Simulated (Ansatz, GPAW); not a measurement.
**Work function of a 7-layer slab of Mg(0001) at several levels**

How far do functional and basis move the work function of a 7-layer slab of Mg(0001)?

Method: Ansatz plane waves; slab in vacuum with a dipole correction, relaxation, in the first sound run; inputs show where later runs differ, in GPAW 26.7.0 and Ansatz 0.2.0.

## 1. Set-up

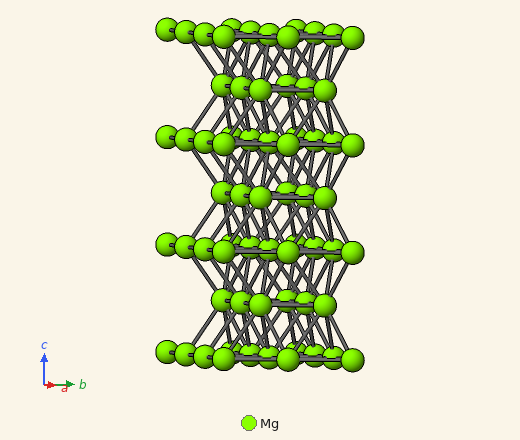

The starting structure, seen from the side, with the c axis up (magnesium green). 3×2×1 cells are drawn. Some periodic images of atoms are drawn too.

The cell holds 7 atoms: 7 Mg. Its edges and angles: a = 3.210 Å, b = 3.210 Å, c = 29.639 Å, α = 90.0°, β = 90.0°, γ = 60.0°. Vacuum lies along c.

## 2. Relaxing the atoms

The atoms are relaxed first, since the surface dipole, and with it the work function, follows the positions of the outer layers. The lowest 3 atoms are held at bulk positions and keep their forces.

The input, input.yaml:

```yaml
crystal:
  lattice:
    - [3.21, 0.0, 0.0]
    - [1.605, 2.7799415461, 0.0]
    - [0.0, 0.0, 29.63912]
  atoms:
    - { symbol: Mg, position: [0.0, 0.0, 0.2361743534] }
    - { symbol: Mg, position: [0.6666666667, 0.6666666667, 0.3241162356] }
    - { symbol: Mg, position: [0.0, 0.0, 0.4120581178] }
    - { symbol: Mg, position: [0.6666666667, 0.6666666667, 0.5] }
    - { symbol: Mg, position: [0.0, 0.0, 0.5879418822] }
    - { symbol: Mg, position: [0.6666666667, 0.6666666667, 0.6758837644] }
    - { symbol: Mg, position: [0.0, 0.0, 0.7638256466] }
kpoints:
  mp_grid: { grid: [11, 11, 1] }
hamiltonian:
  xc: pbe
scf:
  occupations: { method: fermi_dirac, width: 0.1 }
efield:
  axis: 3
  dipole_correction: true
  ramp_width: 0.05
relax:
  f_tol: 0.02
  max_steps: 60
  constraints: [{ sites: [0, 1, 2] }]
output:
  write_potential: true
  write_density: true
  volumetric_format: npy
```

Run with:

```console
ansatz run input.yaml --threads 4 --pin off --max-ram 8192MiB --backend cpu --events-out ev --progress --plain --runs-dir out
```

Numbers of over 12 decimals in the logs are rounded to 6 here.

What it wrote:

```text
Engine: ansatz 0.2.0, aarch64-unknown-linux-gnu
Pseudopotentials: kind: paw
Pseudopotential: Mg, paw, valence charge 10, recommended cutoff 420 eV (normal), Mg.paw.azcp
Functional definition: PBE
  parameter kappa = 0.804
  parameter beta = 0.066725
  exchange = pbe_x(kappa = kappa, mu = beta*pi^2/3)
  correlation = pbe_c(beta = beta)
Crystal: 7 atoms, lattice volume = 264.488 Å³
Basis set: ecut = 420 eV, 5259 PW (Γ), exchange–correlation on 48×48×400 points (8 copies of the dense FFT grid, shifted against one another)
Bands: 42, of which v1, the nominal top of the filled ones, is band 35 counted from 1 (34 counted from 0)
Symmetry: 6 space group operations
k-points: 16 of 121 (time reversal used)
Non-local potential: Mg, projectors of the file, l = 0: 3, l = 1: 2, l = 2: 1
PAW form: soft (Blöchl's): semilocal exchange-correlation on the pseudo side does not see the compensation charge
PAW one-centre angular grid: Mg, 110 points (default); XC on 64 Gauss nodes
Initial density: superposition of atomic densities (neutral atoms: chi_scale 0, normalization atom), corrected by the library's trained network
Initial wavefunctions: pseudopotential atomic-orbital guess
Functional: x = pbe(κ = 0.804, μ = 0.219515), c = pbe(β = 0.066725)
SCF iter   1: F=—  HF=-13466.087824 eV  |F-HF|=—  |Δ(HF+E_count)|=         —  Δρ=8.88e-4  dr2=5.56e-2  ethr=1.77e-3  p=-0.000 e·Å  D=-3.38e-14 V/Å  ΔV_dip=0.00 eV  dr2_dipole=1.19e-7  V_vac-E_F(+/−)=3.78/3.78 eV  ⟨swp⟩=12.4  Hψ=3432  notcnv=0
efield: sawtooth ramp at fractional position 0.9750 (placed from the atoms, in the widest stretch of the axis that holds none; the zero of the levels goes with the place), width 0.0500; the density the first Hamiltonian is built on has a dipole p = -0.000 e·Å; the dipole correction subtracts the counter field D = -3.38e-14 V/Å, which shifts the + side's vacuum level by +0.00 eV against the − side's; the planar-averaged density in the ramp window peaks in size at 5.6e-5 e/Å³
preconditioner: auto → LDOS  [metal: Δε(μ)=0.196 eV  Ē_g=4.777 eV  σ=0.100 eV  W_gap=0.45  n_scr=20 (ndim 8)  ℏωp=8.5 eV  f_vac=0.345  D(μ)=2.30/eV (n_scr^D=10)  β→1.0]
SCF iter   2: F=—  HF=-13466.087756 eV  |F-HF|=—  |Δ(HF+E_count)|=   6.80e-5  Δρ=3.14e-4  dr2=1.32e-3  ethr=7.94e-5  p=0.000 e·Å  D=3.85e-5 V/Å  ΔV_dip=-0.00 eV  dr2_dipole=6.38e-7  V_vac-E_F(+/−)=3.77/3.77 eV  ⟨swp⟩=1.8  Hψ=881  notcnv=0
SCF iter   3: F=—  HF=-13466.087627 eV  |F-HF|=—  |Δ(HF+E_count)|=   1.29e-4  Δρ=1.04e-4  dr2=2.12e-4  ethr=1.89e-6  p=-0.000 e·Å  D=-2.06e-5 V/Å  ΔV_dip=0.00 eV  dr2_dipole=2.06e-7  V_vac-E_F(+/−)=3.74/3.74 eV  ⟨swp⟩=2.1  Hψ=809  notcnv=0
iter 4 did not close the SCF: its close was put off for the readings that it lacked (scf_convergence_deferred on its scf_iter line)
SCF iter   4: F=-13466.087605 eV  HF=-13466.087609 eV  |F-HF|=3.46e-6  |Δ(HF+E_count)|=   1.80e-5  Δρ=2.58e-5  dr2=6.36e-6  ethr=3.03e-7  p=0.000 e·Å  D=2.01e-6 V/Å  ΔV_dip=-0.00 eV  dr2_dipole=2.56e-9  V_vac-E_F(+/−)=3.74/3.74 eV  ⟨swp⟩=2.0  Hψ=755  notcnv=0
iter 5 did not close the SCF: its close was put off for the readings that it lacked (scf_convergence_deferred on its scf_iter line)
SCF iter   5: F=-13466.087609 eV  HF=-13466.087609 eV  |F-HF|=1.37e-7  |Δ(HF+E_count)|=   6.59e-8  Δρ=6.63e-6  dr2=3.44e-7  ethr=9.08e-9  p=0.000 e·Å  D=1.16e-6 V/Å  ΔV_dip=-0.00 eV  dr2_dipole=4.42e-10  V_vac-E_F(+/−)=3.73/3.73 eV  ⟨swp⟩=2.0  Hψ=791  notcnv=0
SCF iter   6: F=-13466.087609 eV  HF=-13466.087609 eV  |F-HF|=1.23e-8  |Δ(HF+E_count)|=   2.36e-8  Δρ=1.35e-6  dr2=2.03e-8  ethr=4.91e-10  p=-0.000 e·Å  D=-1.57e-7 V/Å  ΔV_dip=0.00 eV  dr2_dipole=2.28e-13  V_vac-E_F(+/−)=3.73/3.73 eV  ⟨swp⟩=7.9  Hψ=4193  notcnv=0
SCF 1 converged in 6 iterations: F = -13466.087609 eV  dr2 = 2.03e-8
  greatest PAW one-centre occupation: 1.000 electrons in one spin orbital (limit 2), on the Mg atom at site 5 (counted from 0), in its partial waves of l = 0
relax step   1: F+E_penalty+E_count = -13466.08760888 eV  Δ(F+E_penalty+E_count) = +0.000e0 eV  max|allowed force component| = 3.572e-2 eV/Å  Δτ_max = 0.0000 Å  (6 SCF iters, dr2 threshold 1.00e-5 eV, accepted)
Initial density: handed on by an earlier stage of this run
Initial wavefunctions: those handed on with the density
iter 1 solved again at ethr=3.67e-5 eV; its pass at ethr=3.10e-3 eV (dr2=2.57e-2 eV) is discarded
SCF iter   1: F=—  HF=-13466.088580 eV  |F-HF|=—  |Δ(HF+E_count)|=         —  Δρ=4.34e-4  dr2=5.24e-3  ethr=3.67e-5  p=-0.000 e·Å  D=-5.59e-8 V/Å  ΔV_dip=0.00 eV  dr2_dipole=1.54e-3  V_vac-E_F(+/−)=3.74/3.74 eV  ⟨swp⟩=1.9  Hψ=2204  notcnv=0  defer=1
efield: sawtooth ramp at fractional position 0.9750 (handed on by an earlier solve), width 0.0500; the density the first Hamiltonian is built on has a dipole p = -0.000 e·Å; the dipole correction subtracts the counter field D = -5.59e-8 V/Å, which shifts the + side's vacuum level by +0.00 eV against the − side's; the planar-averaged density in the ramp window peaks in size at 5.5e-6 e/Å³
preconditioner: auto → LDOS  [metal: Δε(μ)=0.207 eV  Ē_g=4.776 eV  σ=0.100 eV  W_gap=0.48  n_scr=20 (ndim 8)  ℏωp=8.5 eV  f_vac=0.345  D(μ)=2.28/eV (n_scr^D=10)  β→1.0]
SCF iter   2: F=—  HF=-13466.088636 eV  |F-HF|=—  |Δ(HF+E_count)|=   5.56e-5  Δρ=8.76e-5  dr2=2.50e-4  ethr=7.48e-6  p=0.001 e·Å  D=3.66e-4 V/Å  ΔV_dip=-0.01 eV  dr2_dipole=8.85e-5  V_vac-E_F(+/−)=3.73/3.74 eV  ⟨swp⟩=1.6  Hψ=683  notcnv=0  defer=1
SCF iter   3: F=—  HF=-13466.088631 eV  |F-HF|=—  |Δ(HF+E_count)|=   4.20e-6  Δρ=2.75e-5  dr2=1.65e-5  ethr=3.57e-7  p=0.000 e·Å  D=2.12e-5 V/Å  ΔV_dip=-0.00 eV  dr2_dipole=1.27e-6  V_vac-E_F(+/−)=3.74/3.74 eV  ⟨swp⟩=1.9  Hψ=753  notcnv=0  defer=1
SCF iter   4: F=—  HF=-13466.088577 eV  |F-HF|=—  |Δ(HF+E_count)|=   5.41e-5  Δρ=6.94e-6  dr2=1.35e-6  ethr=2.35e-8  p=0.000 e·Å  D=1.76e-5 V/Å  ΔV_dip=-0.00 eV  dr2_dipole=2.81e-7  V_vac-E_F(+/−)=3.74/3.74 eV  ⟨swp⟩=2.0  Hψ=769  notcnv=0  defer=1
SCF iter   5: F=-13466.088577 eV  HF=-13466.088577 eV  |F-HF|=1.47e-9  |Δ(HF+E_count)|=   2.28e-8  Δρ=1.25e-6  dr2=1.14e-8  ethr=1.43e-10  p=0.000 e·Å  D=8.61e-6 V/Å  ΔV_dip=-0.00 eV  dr2_dipole=9.51e-10  V_vac-E_F(+/−)=3.74/3.74 eV  ⟨swp⟩=8.2  Hψ=4215  notcnv=0
SCF 2 converged in 5 iterations: F = -13466.088577 eV  dr2 = 1.14e-8
  greatest PAW one-centre occupation: 1.000 electrons in one spin orbital (limit 2), on the Mg atom at site 4 (counted from 0), in its partial waves of l = 0
relax step   2: F+E_penalty+E_count = -13466.08857733 eV  Δ(F+E_penalty+E_count) = -9.684e-4 eV  max|allowed force component| = 7.886e-3 eV/Å  Δτ_max = 0.0462 Å  (5 SCF iters, accepted)
NSCF: frozen V_eff on 16 k-points
the band table was solved once a step of the walk had ended and its energy, with any forces and stress, was formed, with the checks that follow a solve (3324 applications of the Hamiltonian). They found nothing against the state; the energy, forces and stress were not computed again (output.eigenvalues in the input reference)
WARN: The output density's exchange-correlation potential varies sharply where the density is thin. Do not read a vacuum level from v_tot or v_xc, or from such a field of the output density. On a cell that repeats whose density bears no net charge and no dipole along the vacuum's axis use v_es (v_loc + v_h of the components); under efield.dipole_correction with no amplitude use v_es + v_field, which holds any externa [...]
SCF converged after 5 iterations
Free energy (F): -13466.088577 eV
Harris-Foulkes:  -13466.088577 eV  (|F-HF|=1.47e-9)
Internal energy: -13466.008192 eV  (E = F + TS)
E sigma→0 (E₀):  -13466.048385 eV
Entropy (-TS):   -0.080385 eV (-11.484 meV/atom)
Fermi energy:    1.994672 eV
Dipole field:    D = 0.000045 V/Å  (p = 0.000065 e·Å, saw-weighted, corrected)
Work function:   Φ+ = 3.7363 eV   Φ− = 3.7377 eV
Levels:          The Fermi level and band energies are counted from a zero that moves with the ramp; work functions are not
--- Per-component energies (eV) ---
  E_band       = -2756.420438
  E_kinetic    = 521.867138
  E_local      = -48964.911477  (includes V_loc(G=0)·N_el)
  E_nonlocal   = 670.115818
  E_hartree    = 22735.091706
  E_xc         = -197.293467
  E_vxc        = -254.432377  (∫ρ·V_xc dr)
  E_paw        = -2048.283423  (= ΣΔE_a)
  E_vpaw       = -199.251982  (= ΣTr[D̂ρ^β])
  E_aug_tail   = -0.000025  (compensation charges beyond the density's cutoff)
  E_efield     = 0.000000  (sawtooth field / dipole correction)
  E_vefield    = 0.000060  (∫n·V_field dr)
  E_ewald      = 13817.405539
  E_smearing   = -0.080385  (= −TS)
  E_closure    = -0.000000  (closes the sum)
  Σ components = -13466.088577   (vs F -13466.088577, Δ=0.00e0)
--- Forces (eV/Å), atoms counted from 1 ---
  atom   1  Mg     0.00000000     0.00000000    -0.01032136
  atom   2  Mg     0.00000000    -0.00000000     0.03485722
  atom   3  Mg     0.00000000     0.00000000    -0.01443267
  atom   4  Mg    -0.00000000    -0.00000000    -0.00243263
  atom   5  Mg    -0.00000000     0.00000000    -0.00168556
  atom   6  Mg     0.00000000    -0.00000000    -0.00788618
  atom   7  Mg     0.00000000     0.00000000     0.00190607
  max |Σ_I F_I| component: 4.91e-6 eV/Å
--- Band table (eV; the first three rows and the last of 16) ---
  k-point 0: bands = [... 31 lower, -3.2867, -2.4340, -1.4175, -0.2107, 0.8176, 2.3274, 3.6669, 4.7567, ... 3 higher]
  k-point 1: bands = [... 31 lower, -3.1273, -2.2757, -1.2605, -0.0541, 0.9669, 2.4782, 3.8165, 4.9090, ... 3 higher]
  k-point 2: bands = [... 31 lower, -2.6508, -1.8028, -0.7915, 0.4124, 1.4148, 2.9251, 4.2557, 5.3559, ... 3 higher]
  k-point 15: bands = [... 31 lower, 1.3330, 1.6633, 1.8246, 2.1206, 2.6249, 2.6798, 2.9182, 2.9964, ... 3 higher]
--- Relaxed structure (2 steps of the walk, 2 accepted, 0 SCFs on fresh bases) ---
  F+E_penalty+E_count = -13466.08857733 eV   max|allowed force component| = 7.886e-3 eV/Å
  atoms:
    - { symbol: Mg, position: [0, 0, 0.236174] }
    - { symbol: Mg, position: [0.666667, 0.666667, 0.3241162356] }
    - { symbol: Mg, position: [0, 0, 0.4120581178] }
    - { symbol: Mg, position: [0.666667, 0.666667, 0.499467] }
    - { symbol: Mg, position: [-1.3098800635848872e-18, 0, 0.586835] }
    - { symbol: Mg, position: [0.666667, 0.666667, 0.674324] }
    - { symbol: Mg, position: [-1.540259639978824e-18, 0, 0.762524] }
```

It took 6.5 s on 4 threads of Arm Neoverse V1, shared host; peak memory 0.58 GiB; 25 s of CPU time.

Relaxation path:

```csv
step,energy less that of the first step (eV),largest force component (eV/Å)
1,0.0000,0.0357
2,-0.0010,0.0079
```

Forces are held to the 6 operations that the run works with; a distortion that breaks them can't arise in this run.

The atoms that moved most (Å):

```csv
atom,dx,dy,dz,length
Mg6,0.000,0.000,-0.046,0.046
Mg7,0.000,0.000,-0.039,0.039
Mg5,0.000,0.000,-0.033,0.033
Mg4,0.000,0.000,-0.016,0.016
```

Final coordinates:

```
Mg
1.0
     3.21000    0.00000    0.00000
     1.60500    2.77994    0.00000
     0.00000    0.00000   29.63912
Mg
7
Cartesian
  0.0000 0.0000 7.0000
  3.2100 1.8533 9.6065
  0.0000 0.0000 12.2130
  3.2100 1.8533 14.8038
  0.0000 0.0000 17.3933
  3.2100 1.8533 19.9864
  0.0000 0.0000 22.6006
```

Numbers from this step:

| Item | Value |
| --- | --- |
| free energy | -13466.0886 eV |
| smearing term TS | 0.08039 eV |
| symmetry operations | 6 |
| upper work function | 3.736 eV |
| lower work function | 3.738 eV |
| dipole along the normal | 6.53e-5 e·Å |
| dipole field | 4.47e-5 V/Å |
| vacuum level above | 5.731 eV |
| vacuum level below | 5.732 eV |

The electrostatic potential energy of an electron (with the applied field's), less the Fermi level, planar mean oscillates, so the rows of the table below give means over windows of 2.67 Å about each position, cut where the curve ends. Its maxima inside the range that stand out by 2 % of the span (Å: eV): 8.3: 1.03, 11.0: 1.01, 13.5: 0.970, 16.2: 0.944, 18.7: 0.989, 21.3: 1.03. Its minima: 7.0: -11.7, 9.6: -11.6, 12.2: -11.6, 14.8: -11.7, 17.3: -11.6, 20.0: -11.7, 22.7: -11.5.

Electrostatic potential energy of an electron (with the applied field's), less the Fermi level, planar mean against z; means over each step:

```csv
z (Å),"electrostatic potential energy of an electron (with the applied field's), less the Fermi level, planar mean (eV)"
1.33,3.74
4.00,3.59
6.67,-3.65
9.34,-3.89
12.02,-3.92
14.68,-3.92
17.36,-3.92
20.02,-3.87
22.70,-3.81
25.37,3.49
28.04,3.74
```

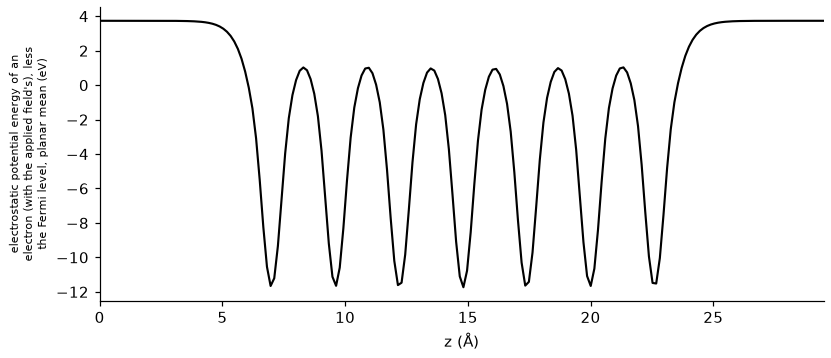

Electrostatic potential energy of an electron (with the applied field's), less the Fermi level, planar mean, plotted against z.

The valence density, planar mean oscillates, so the rows of the table below give means over windows of 2.67 Å about each position, cut where the curve ends. Its maxima inside the range that stand out by 2 % of the span (Å: e/Å³): 7.0: 1.50, 9.6: 1.50, 12.2: 1.47, 14.8: 1.51, 17.3: 1.48, 20.0: 1.51, 22.7: 1.45. Its minima: 8.3: 0.0881, 10.8: 0.0896, 13.5: 0.0911, 16.2: 0.0912, 18.7: 0.0905, 21.3: 0.0876.

Valence density, planar mean against z; means over each step:

```csv
z (Å),"valence density, planar mean (e/Å³)"
1.33,9.7e-6
4.00,0.00394
6.67,0.406
9.34,0.422
12.02,0.422
14.68,0.423
17.36,0.422
20.02,0.422
22.70,0.411
25.37,0.00621
28.04,1.7e-5
```

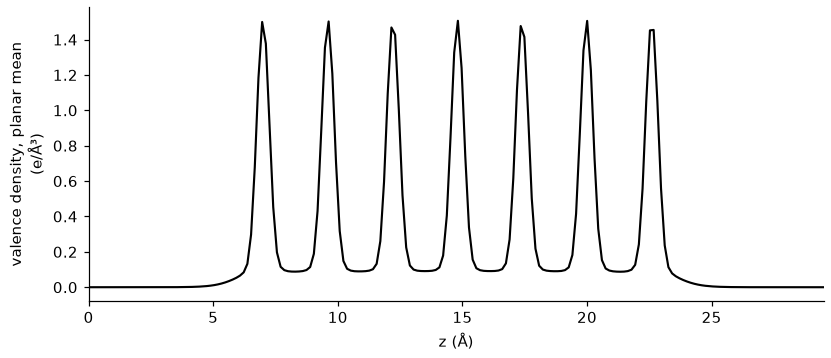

Valence density, planar mean against z.

The relaxation lowered the energy of the cell by 9.7e-4 eV.

## 3. The slab's potential

The work function is the vacuum plateau of the electrostatic potential less the Fermi level; a dipole layer lets the two faces have plateaus of their own.

This step: GPAW, PAW setups; slab in vacuum (GPAW 26.7.0).

The input, run.py:

```python
import json
import numpy as np
from ase import Atoms
from gpaw import GPAW, PW

slab = Atoms(
    ['Mg', 'Mg', 'Mg', 'Mg', 'Mg', 'Mg', 'Mg'],
    positions=[
        [0.00000, 0.00000, 7.00000],
        [3.21000, 1.85329, 9.60652],
        [0.00000, 0.00000, 12.21304],
        [3.21000, 1.85329, 14.80376],
        [-0.00000, 0.00000, 17.39328],
        [3.21000, 1.85329, 19.98636],
        [-0.00000, 0.00000, 22.60055]],
    cell=[[3.21, 0.0, 0.0], [1.605, 2.77994, 0.0], [0.0, 0.0, 29.63912]],
    pbc=[True, True, False])

slab.calc = GPAW(mode=PW(400), xc='PBE', kpts={'size': (11, 11, 1), 'gamma': True},
                 occupations={'name': 'fermi-dirac', 'width': 0.1}, nbands='200%',
                 convergence={'density': 1e-05}, maxiter=200,
                 poissonsolver={'dipolelayer': 'xy'},
                 symmetry={'tolerance': 1e-3}, txt='slab.txt')
result = {}
energy = slab.get_potential_energy()
fermi = slab.calc.get_fermi_level()
v = slab.calc.get_electrostatic_potential().mean((0, 1)) - fermi
n = slab.calc.get_pseudo_density().mean((0, 1))
L = slab.cell[2, 2]
z = np.arange(len(v)) * L / len(v)
low, high = slab.positions[:, 2].min(), slab.positions[:, 2].max()
below, above = np.interp([low - 4.8, high + 4.8], z, v)
slopes = [np.interp(x, z, np.gradient(v, z)) for x in (low - 4.8, high + 4.8)]
eps = np.array([[slab.calc.get_eigenvalues(k, s) for k in range(len(slab.calc.get_ibz_k_points()))]
                for s in range(slab.calc.get_number_of_spins())]) - fermi
top, bottom = eps[eps < 0].max(), eps[eps > 0].min()
dipole = slab.get_dipole_moment()[2]
print(f'energy {energy:.4f} eV, Fermi level {fermi:.4f} eV, dipole {dipole:.5f} e A')
print(f'potential 4.8 A off the faces, from the Fermi level: lower {below:.4f} eV, upper {above:.4f} eV')
print(f'slope of the potential there: lower {slopes[0]:.5f}, upper {slopes[1]:.5f} eV/A')
print(f'nearest levels on the mesh: {top:.4f} and {bottom:.4f} eV')
print('magnetic moment', round(slab.get_magnetic_moment(), 3))
result.update(energy=energy, fermi=fermi, dipole=dipole, below=below, above=above, slopes=slopes, edges=[top, bottom],
              z=z.tolist(), v=v.tolist(), n=n.tolist(), positions=slab.positions.tolist(),
              forces=slab.get_forces(apply_constraint=False).tolist(), moments=slab.get_magnetic_moments().tolist())
json.dump(result, open('result.json', 'w'))
```

Run with:

```console
OMP_NUM_THREADS=1 OPENBLAS_NUM_THREADS=1 python run.py
```

What it wrote:

```text
energy -10.4095 eV, Fermi level 0.7241 eV, dipole 0.00003 e A
potential 4.8 A off the faces, from the Fermi level: lower 3.7369 eV, upper 3.7373 eV
slope of the potential there: lower -0.00157, upper 0.00166 eV/A
nearest levels on the mesh: -0.0958 and 0.1091 eV
magnetic moment 0.0
```

Elapsed: 5.8 min, on 1 thread; peak memory 0.28 GiB.

Numbers from this step:

```
dipole along the normal                    : 3.21e-5 e·Å
levels nearest the Fermi level on the mesh : -0.09582, 0.1091 eV from the Fermi level
upper work function                        : 3.737 eV
lower work function                        : 3.737 eV
```

The electrostatic potential energy of an electron (without an applied field's), less the Fermi level, planar mean oscillates, so the rows of the table below give means over windows of 2.65 Å about each position, cut where the curve ends. Its maxima inside the range that stand out by 2 % of the span (Å: eV): 8.3: 1.01, 10.9: 1.04, 13.5: 0.965, 16.1: 0.973, 18.7: 0.977, 21.3: 1.05. Its minima: 7.0: -9.91, 9.6: -9.86, 12.2: -9.90, 14.8: -9.94, 17.4: -9.92, 20.0: -9.87, 22.7: -9.83.

The electrostatic potential energy of an electron (without an applied field's), less the Fermi level, planar mean by z; means over each step:

```csv
z (Å),"electrostatic potential energy of an electron (without an applied field's), less the Fermi level, planar mean (eV)"
1.32,3.74
3.97,3.60
6.62,-3.06
9.27,-3.34
11.92,-3.38
14.57,-3.39
17.22,-3.39
19.87,-3.34
22.52,-3.33
25.17,3.37
27.82,3.74
```

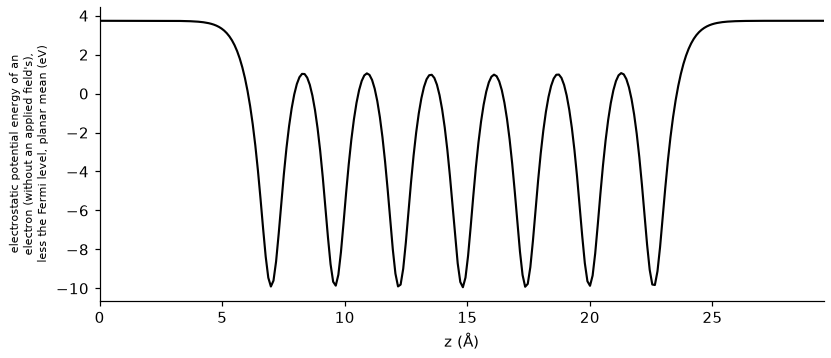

Electrostatic potential energy of an electron (without an applied field's), less the Fermi level, planar mean against z.

The pseudo valence density, planar mean oscillates, so the rows of the table below give means over windows of 2.54 Å about each position, cut where the curve ends. Its maxima inside the range that stand out by 2 % of the span (Å: e/Å³): 7.0: 1.55, 9.5: 1.47, 12.3: 1.50, 14.8: 1.55, 17.4: 1.54, 19.9: 1.46, 22.7: 1.52. Its minima: 8.3: 0.0881, 10.8: 0.0896, 13.5: 0.0912, 16.1: 0.0912, 18.6: 0.0907, 21.4: 0.0877.

Pseudo valence density, planar mean against z; means over each step:

```csv
z (Å),"pseudo valence density, planar mean (e/Å³)"
1.27,7.7e-6
3.81,0.00244
6.35,0.411
8.89,0.436
11.43,0.434
13.97,0.434
16.51,0.432
19.05,0.429
21.59,0.419
24.13,0.0923
26.67,3.5e-4
29.21,1.7e-6
```

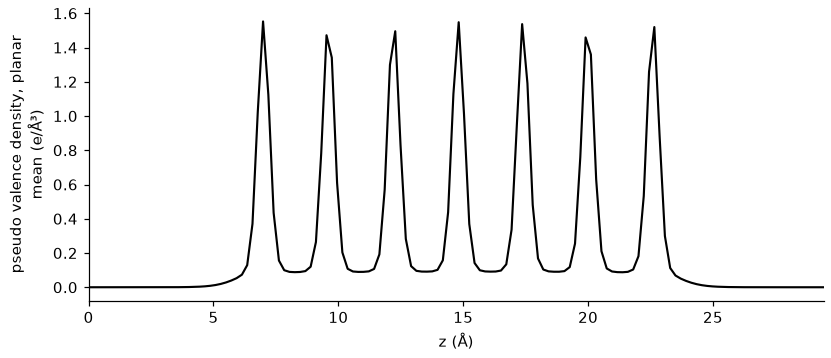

Pseudo valence density, planar mean, plotted against z.

The potential is flat to 0.002 eV/Å where it is read, so the vacuum is wide enough. The geometry is the other program's minimum; here the largest force on a free atom is 0.0079 eV/Å.

[end of part 1 of 3]

[Logs are printed without paths, hosts, clocks, repeated set-up lines and the standing remarks that a program may print on its own settings, such as how far it seeks lower states.]

[Hosts, paths, dates, database ids (printed as entryN), source tags and the programs' standing remarks are cut or masked in the printed files.]
